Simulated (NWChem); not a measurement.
# S2O (Disulfur monoxide) at B3LYP/def2-TZVP

Aim: the electronic atomisation energy of S2O (Disulfur monoxide) at B3LYP/def2-TZVP, from 3 runs. 

The calculation is run with NWChem 7.3.0.

## Step 1: The system as given

The species is S2O (3 atoms), meant as a singlet with charge 0. As SMILES, `O=S=S`. The shape is that of a PBE0-D4/def2-TZVP optimisation.

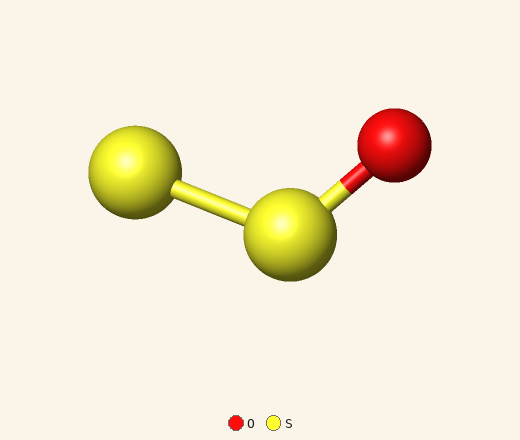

The structure, seen from a chosen angle (oxygen red, sulfur yellow).

## Step 2: A single-point energy at B3LYP/def2-TZVP

The input, mymol.xyz:

```xyz
3

O      0.451630     1.204020     0.493170
S      0.529120    -0.205510     0.148940
S     -0.980740    -0.998510    -0.642110
```

The input, mymol.nw:

```
start mymol
memory 2200 mb
charge 0
geometry noautosym nocenter noautoz
load mymol.xyz
end
basis spherical bse
* library def2-TZVP
end
dft
xc b3lyp
grid xcoarse
convergence energy 1e-08
maxiter 100
mulliken
print low
end
task dft energy
```

Run with:

```
$ nwchem mymol.nw > mymol.out
```

What it wrote:

```text
[...]
 d= 0,ls=0.0,diis     1   -871.5630791587 -1.01D+03  1.32D-02  1.58D+00     2.6
[...]
 d= 0,ls=0.0,diis    12   -871.6793356710 -1.12D-10  2.95D-07  2.77D-09    21.2
         Total DFT energy =     -871.679335671036
      One electron energy =    -1485.917396037629
           Coulomb energy =      531.916491828119
    Exchange-Corr. energy =      -60.020166012895
 Nuclear repulsion energy =      142.341734551369
[...]
      Total Density - Mulliken Population Analysis
     ---------------------------------------------
    Atom       Charge   Shell Charges
 -----------   ------   -------------------------------------------------------
    1 O    8     8.35   0.79  1.18  0.62  0.92  0.34  1.86  1.81  0.78  0.00  0.03  0.00
    2 S   16    15.54   2.01  0.47  1.48  1.16  0.70  4.18  1.67  0.90  1.86  0.56  0.19  0.33  0.04
    3 S   16    16.12   2.01  0.47  1.49  1.15  0.78  4.18  1.66  0.94  2.24  1.09  0.03  0.06  0.01
[...]
```

Wall time 22 s (1 thread of Intel Xeon Platinum 8259CL at 2.50GHz (Skylake/Cascade Lake), shared host); peak memory 0.11 GiB.

## Step 3: The O atom, same level

The input, mol.nw:

```
start mol
title "O B3LYP"
memory total 2200 mb

geometry units angstroms noautosym nocenter noautoz
O     0.000000    0.000000    0.000000
end

basis spherical bse
* library def2-TZVP
end

dft
xc b3lyp
mult 3
grid xcoarse
convergence energy 1e-08
iterations 100
mulliken
print low
end

task dft
```

Run the same way, it converges to -75.09631 Eh (log not shown).

## Step 4: The S atom at the same level

The input, s.nw:

```
start s
memory 2200 mb
geometry units angstroms noautosym nocenter noautoz
   S      0.000000     0.000000     0.000000
end
basis spherical bse
   * library def2-TZVP
end
dft
   xc b3lyp
   mult 3
   grid xcoarse
   convergence energy 1e-08
   iterations 100
   mulliken
   print low
end
task dft
```

Run the same way, it converges to -398.13237 Eh (log not shown).

## Step 5: Outcome

Level: B3LYP/def2-TZVP.

| quantity | value |
| --- | --- |
| molecule: total energy | -871.67934 Eh |
| O atom: total energy | -75.09631 Eh |
| O atom: ⟨S²⟩ | 2.003 |
| S atom: total energy | -398.13237 Eh |
| S atom: ⟨S²⟩ | 2.004 |
| electronic atomisation energy | 8.661 eV |

**Reading.** Taking the molecule apart into free atoms costs 8.66 eV (200 kcal/mol), before zero-point energy and without spin-orbit coupling. Mulliken charges (molecule) run from -0.35 on O1 to +0.46 on S2; they depend strongly on the basis.
